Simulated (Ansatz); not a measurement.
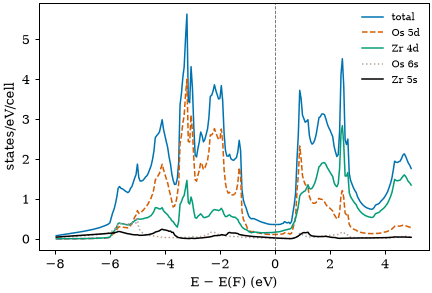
Total and projected density of states of ZrOs (CsCl type, space group No. 221), plane-wave PAW r²SCAN (Ansatz code)

Problem. Which orbitals carry the states next to the Fermi level?

Solution. Within 0.5 eV of the Fermi level: Zr 4d 46 %, Os 5d 31 %, Zr 5s 5 %, outside the projected shells 13 %. Projections are on Löwdin-orthogonalised atomic valence shells; empty p or d shells of many metals are not among them.

Problem. Where is the tallest occupied peak in this window, and what makes it?

Solution. Near -3.2 eV, about 5.6 states/eV per cell; the largest projected share is Os 5d.

Space group Pm-3m (CsCl type). The workflow started from a Materials Project entry (that database holds measured and hypothetical structures alike); the Crystallography Open Database files this formula in space group No. 221, but the cells were not matched. Whether it is the stable phase at ambient conditions was not checked. Symmetry was held in the r²SCAN relaxation; whether a distortion lowers the energy is not shown. The run is not spin-polarised. Spin–orbit coupling is left out wherever it is not named.

Potentials: the later of the program's two PAW sets.
